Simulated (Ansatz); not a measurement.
Geometry relaxation of AlSiH₅OF₂ (part 2 of 2)

AlSiH₅OF₂; RKS r2SCAN-D4/def2-SVP (Ansatz 0.2.0). The input holds or restrains some coordinates. Forces given for the steps count only the free coordinates. It belongs to a series of runs on one base structure; here: pulled along the bonds that form and break, towards end B.

Geometry of the input (Å):
```
Al 0.0000  0.0000  0.0000
O  0.0000  0.0000  2.1300
Si -1.3147  -0.4067  3.0936
H  -2.2390  -1.2403  2.3304
H  -0.8506  -1.1432  4.2657
H  -1.9987  0.8095  3.5233
F  1.4635  0.0000  -0.8450
F  -1.4635  0.0000  -0.8450
H  0.0834  1.7631  0.5865
H  0.0646  1.3656  1.5323
```

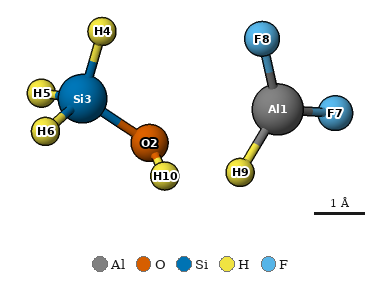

*The geometry at step 7 of the log (ball-and-stick view, seen at a tilt; atoms are numbered from 1 in the order of the input).*

**Trajectory as extended XYZ, continued**
```
10
Properties=species:S:1:pos:R:3:forces:R:3 step=4 energy=-22025.72570
Al    0.0095    0.3062   -0.3840    0.2333   1.4258   0.4604
O     0.0581    0.1878    2.4400    0.6625  -0.4032  -1.4073
Si   -1.3359   -0.3923    3.1356   -0.1301   0.1989   0.4927
H    -2.2345   -1.2458    2.3107    0.1383   0.0022  -0.2705
H    -0.8507   -1.1634    4.2864   -0.0563  -0.2815   0.2927
H    -2.0344    0.8289    3.5413   -0.5987   0.2666   0.2794
F     1.5306   -0.0743   -0.8966   -0.0482  -0.7713  -0.2145
F    -1.5213   -0.0658   -0.8808    0.0565  -0.6726  -0.0483
H     0.0718    1.7386    0.2683   -0.1508   0.0464   0.1996
H     0.0517    1.0280    1.9509   -0.1065   0.1887   0.2158
10
Properties=species:S:1:pos:R:3:forces:R:3 step=5 energy=-22025.93497
Al    0.0238    0.4446   -0.5195   -0.1062   0.2225   0.8887
O     0.0684    0.1500    2.4240    0.2518   0.5330  -1.1929
Si   -1.3346   -0.3797    3.1670    0.0087   0.0326  -0.0091
H    -2.2113   -1.2293    2.3001    0.1230   0.0816  -0.0596
H    -0.8657   -1.1887    4.3103   -0.0949  -0.0922   0.2079
H    -2.0819    0.8325    3.5716   -0.2628   0.0826   0.2002
F     1.5160   -0.1630   -0.8931   -0.2084  -0.2787  -0.2944
F    -1.4969   -0.1450   -0.8517    0.4362  -0.1491  -0.1343
H     0.0600    1.7943    0.2798   -0.0695   0.1873  -0.1601
H     0.0673    1.0323    1.9833   -0.0779  -0.6197   0.5536
10
Properties=species:S:1:pos:R:3:forces:R:3 step=6 energy=-22026.02234
Al    0.0528    0.4486   -0.5089    0.3594  -0.0540   0.2661
O     0.0710    0.1416    2.4421    0.0732   0.9129  -1.0226
Si   -1.3329   -0.3597    3.2148   -0.2076  -0.1573   0.0016
H    -2.1708   -1.1976    2.2991    0.0576   0.0572   0.0279
H    -0.9183   -1.1845    4.3788   -0.0080   0.0153   0.0283
H    -2.1458    0.8147    3.6525    0.0478   0.0135   0.0225
F     1.4899   -0.1721   -1.0847   -0.4395   0.0445   0.1155
F    -1.4203   -0.1683   -0.9473    0.0978  -0.1283   0.0032
H     0.0631    1.7867    0.3057    0.0121   0.1281  -0.0705
H     0.0563    1.0387    2.0197    0.0072  -0.8319   0.6280
10
Properties=species:S:1:pos:R:3:forces:R:3 step=7 energy=-22026.03898
Al    0.0520    0.4481   -0.5348    0.0187  -0.0593   0.5999
O     0.0591    0.1659    2.4161    0.0056   0.3546  -0.5393
Si   -1.3395   -0.3499    3.2005    0.0128  -0.0078  -0.0389
H    -2.1881   -1.1542    2.2726    0.0277   0.0144  -0.0101
H    -0.9218   -1.2028    4.3435   -0.0190  -0.0013   0.0301
H    -2.1303    0.8239    3.6770    0.0264   0.0113   0.0253
F     1.4723   -0.1613   -1.1283   -0.0413  -0.0076  -0.0304
F    -1.3875   -0.2487   -0.9628    0.0152  -0.0480  -0.0313
H     0.0283    1.7287    0.3662    0.0254   0.2477  -0.2979
H     0.1004    1.0982    2.1217   -0.0715  -0.5041   0.2926
10
Properties=species:S:1:pos:R:3:forces:R:3 step=8 energy=-22026.04069
Al    0.0633    0.4922   -0.5327    0.2641  -0.4108   0.5274
O     0.0560    0.1364    2.4045    0.0535   0.8196  -0.7648
Si   -1.3392   -0.3587    3.2050   -0.1226  -0.1073  -0.0815
H    -2.1817   -1.1720    2.2778   -0.0037   0.0152   0.0436
H    -0.9324   -1.1975    4.3639    0.0228   0.0218  -0.0079
H    -2.1374    0.8155    3.6746    0.0708   0.0123  -0.0093
F     1.4712   -0.1812   -1.1109   -0.2611   0.1761   0.0387
F    -1.3804   -0.2404   -0.8752   -0.0271   0.0049  -0.0684
H     0.0601    1.7996    0.3255    0.0359   0.2381  -0.2096
H     0.0653    1.0541    2.0393   -0.0325  -0.7700   0.5319
10
Properties=species:S:1:pos:R:3:forces:R:3 step=9 energy=-22026.04498
Al    0.1255    0.4744   -0.5495   -0.0521  -0.1860   0.5262
O    -0.0146    0.1971    2.3966   -0.1092   0.6602  -0.7369
Si   -1.3618   -0.3709    3.2367    0.0278  -0.0451  -0.0609
H    -2.2284   -1.1912    2.3404   -0.0017   0.0045   0.0139
H    -0.8575   -1.2154    4.3517   -0.0133   0.0058  -0.0020
H    -2.1607    0.7743    3.7662    0.0189   0.0130   0.0147
F     1.4884   -0.2166   -1.1836   -0.0021   0.0003  -0.0289
F    -1.3533   -0.1915   -0.8922    0.0477   0.0172  -0.0088
H     0.1957    1.7876    0.2980    0.0066   0.2129  -0.2075
H    -0.0884    1.1002    2.0076    0.0774  -0.6827   0.4900
10
Properties=species:S:1:pos:R:3:forces:R:3 step=10 energy=-22026.04954
Al    0.1142    0.4563   -0.5325   -0.0501  -0.1596   0.4533
O     0.0003    0.2015    2.4162    0.0748   0.6264  -0.8304
Si   -1.3641   -0.3628    3.2268   -0.0143   0.0995  -0.0562
H    -2.2570   -1.1229    2.3021    0.0244   0.0160   0.0103
H    -0.8949   -1.2603    4.3151    0.0154   0.0033  -0.0197
H    -2.1214    0.7923    3.7965   -0.0095  -0.0176   0.0182
F     1.5009   -0.1673   -1.1850    0.0166   0.0069   0.0097
F    -1.3274   -0.2843   -0.8729   -0.0024  -0.0095   0.0042
H     0.1116    1.7896    0.2855    0.0316   0.1933  -0.1641
H    -0.0173    1.1059    2.0200   -0.0864  -0.7588   0.5748
```

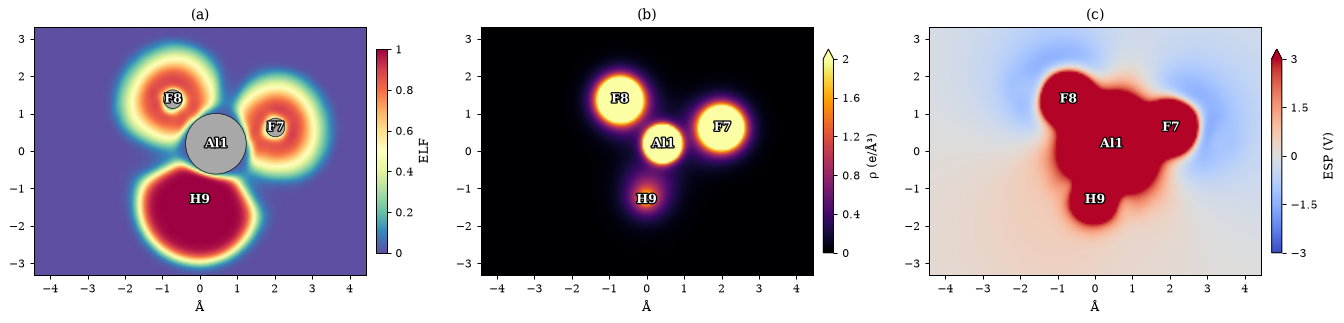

*(a) electron localisation function; (b) total electron density; (c) electrostatic potential on the plane of atoms F8, Al1 and H9. Grey discs, where drawn, cover atomic cores.*

Atoms in the plane: Al, F and H. Al–H (1.56 Å): ρ at the midpoint is about 0.56 e/Å³; the ELF climbs to about 1 towards the hydrogen, as it does in any bond to H.

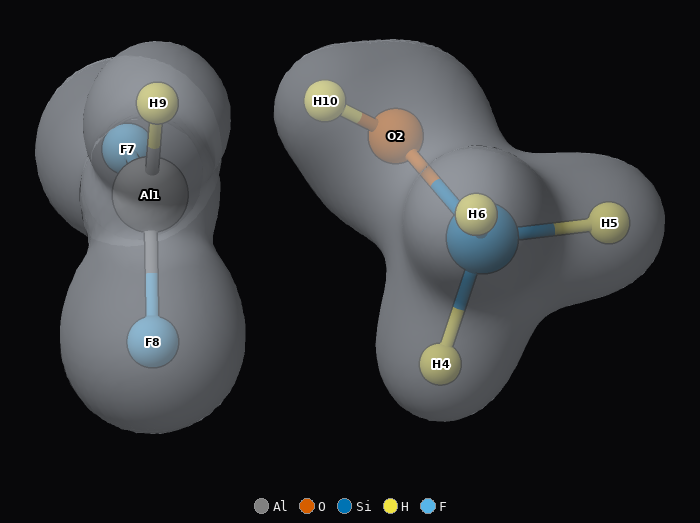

*Isosurface of the electron density at 0.2 e/Å³ (grey), seen at a tilt.*

At this value the surface falls into two separate pieces. It is pinched off along the Al···H (2.64 Å) contacts. On the grid the lowest density along these lines, outside the cores, is 0.11 e/Å³ (Al···H, 2.64 Å), 0.68 e/Å³ (Al–F, 1.65 Å), 0.85 e/Å³ (Si–O, 1.68 Å) and 2.2 e/Å³ (O–H, 0.99 Å).

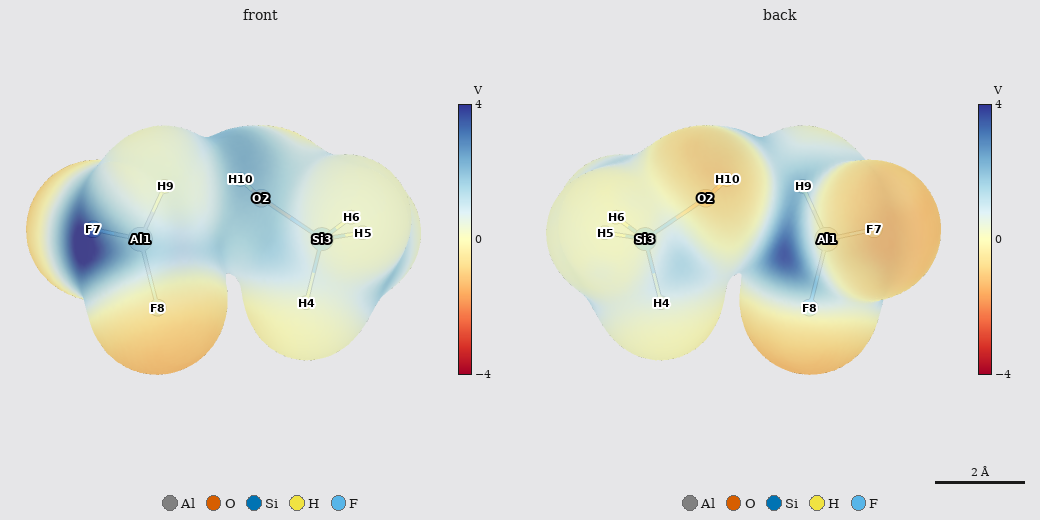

*The molecular electrostatic potential painted on the density surface at 0.002 e/bohr³, seen face on and from behind; the colour scale runs from red (negative) to blue (positive).*

**Key numbers**

| quantity | value |
| --- | --- |
| outcome | converged under the restraints of the input |
| total energy | −22026.0496 eV |
| mean-field energy | −22026.0059 eV |
| largest force (length of the vector) at the end, held atoms and coordinates included | 1.043 eV/Å |
| hardware | 4 threads of Arm Neoverse V2, 24 GiB of memory available, shared host |
| wall time | 21 s (CPU time 78 s) |
| peak memory | 0.18 GiB |
